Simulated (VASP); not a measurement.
Band structure of Co (hcp). Calculation: revTPSS meta-GGA, VASP's PBE PAW potentials (set 64) (plane waves; VASP).

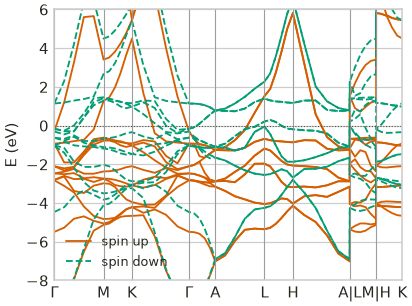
*Bands along high-symmetry lines, zero at the valence-band maximum or, without a gap, the Fermi level*

Task: Read the plot: is there a gap, and where are the band edges?

Result: It has no gap at this level: it comes out as a metal or semimetal.

The compound is Co in the hcp structure. It was relaxed first, which changed the volume by -6 %.
